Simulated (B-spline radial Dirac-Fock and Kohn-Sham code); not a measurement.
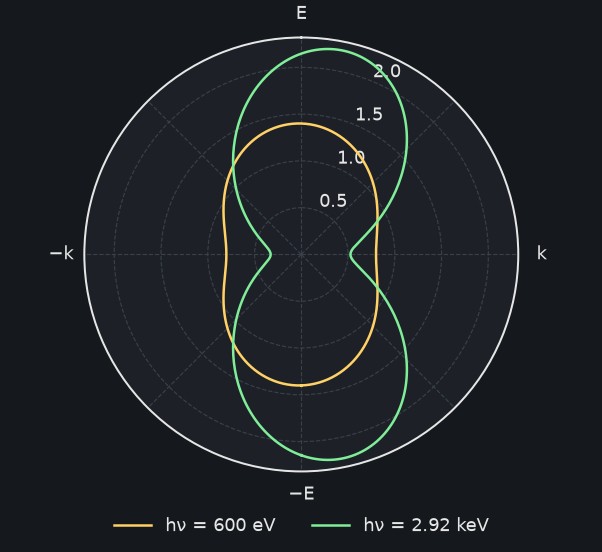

Angular distribution of photoelectrons from M5 (3d5/2) in the plane of the polarisation E (up) and the photon direction k (right), relative to an isotropic one. It refers to the ion Sn⁴⁺. The calculation used a Dirac–Hartree–Slater potential; 1 + βP₂(cos θ) + (δ + γ cos²θ) sin θ cos φ with E1 and E1–E2 terms (a B-spline radial atomic code).

Q: What are β, γ and δ at 2.92 keV?

A: β = 1.147, γ = 0.660, δ = 0.099.

Q: Is the pattern at 2.92 keV symmetric between forward and backward?

A: No: 45° forward of E it is 1.6 times the value 45° backward, from the non-dipole terms.
